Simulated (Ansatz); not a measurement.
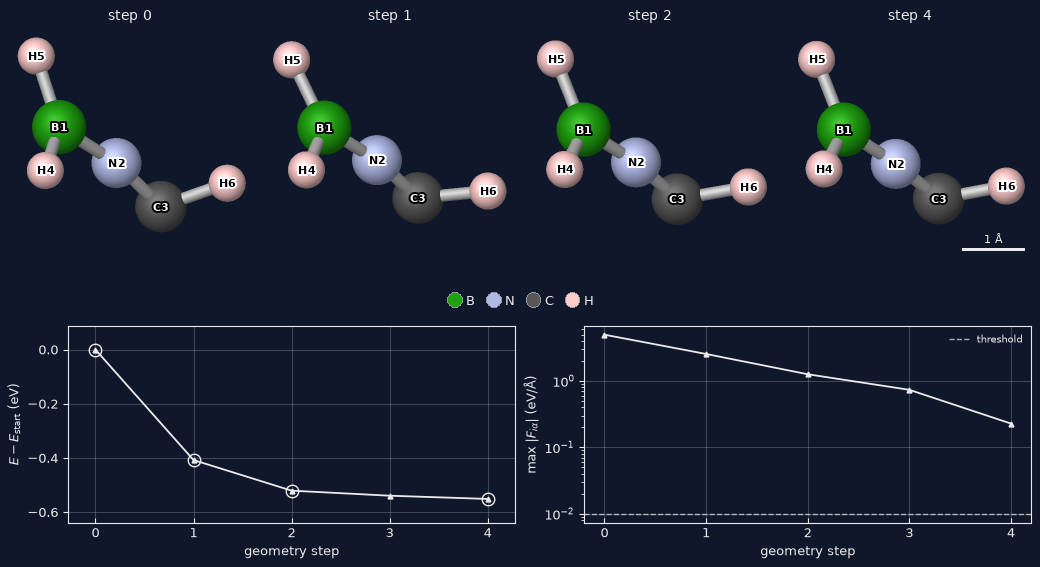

Frames of a relaxation of CH$_{3}$BN (charge −1), marked on the history of the run. A ball-and-stick model, seen from a free direction.

These are results of RKS PBE0-D4/def2-SVP in Ansatz, not measurements.

The input:
```yaml
crystal:
  periodic: [false, false, false]
  atoms:
    - {symbol: B, position_ang: [-0.741551, 0.283466, -0.660685]}
    - {symbol: N, position_ang: [0.436437, -0.036839, 0.114236]}
    - {symbol: C, position_ang: [1.614795, -0.442255, 0.660899]}
    - {symbol: H, position_ang: [-1.402259, -0.701984, -1.018559]}
    - {symbol: H, position_ang: [-1.111312, 1.433180, -0.781632]}
    - {symbol: H, position_ang: [1.281809, -0.431054, 1.791528]}
basis:
  gaussian: {orbitals: def2-SVP}
total_charge: -1
hamiltonian: {xc: pbe0, dispersion: d4}
relax: {f_tol: 0.01, max_steps: 5, max_displacement: 0.5}
```

Launched with:
```bash
ansatz run in.yaml --threads 2 --pin off --events-out ev --progress --plain --max-ram 3481MiB
```

Question: What happens along the run?

Answer: The relaxation stopped without meeting its thresholds, so the last structure isn't shown to be converged. It used up its limit of 5 steps. The atom that moves furthest after the best rigid fit is C3 (0.14 Å). By element the largest moves are C 0.14 Å, B 0.09 Å, H 0.07 Å, N 0.03 Å. Near-neighbour distances that change, for instance: N2–C3 1.361 → 1.256 Å, B1–N2 1.446 → 1.361 Å, C3–H6 1.179 → 1.137 Å, B1–H5 1.214 → 1.229 Å. Among the angles between lasting bonds that change: N2–C3–H6 97.9° → 107.8°, N2–B1–H4 114.4° → 119.8°, B1–N2–C3 170.7° → 175.4°. After 4 geometry steps the energy has fallen by 0.551 eV. Largest force component: 5 eV/Å at the start, 0.23 eV/Å at the end. From step 0 to 1: C3 moves most (0.15 Å), energy −0.407 eV. From step 1 to 2: H6 moves most (0.08 Å), energy −0.113 eV. From step 2 to 4: H6 moves most (0.04 Å), energy −0.031 eV.

Limits of the set-up: the basis has no diffuse functions, which an anion needs.
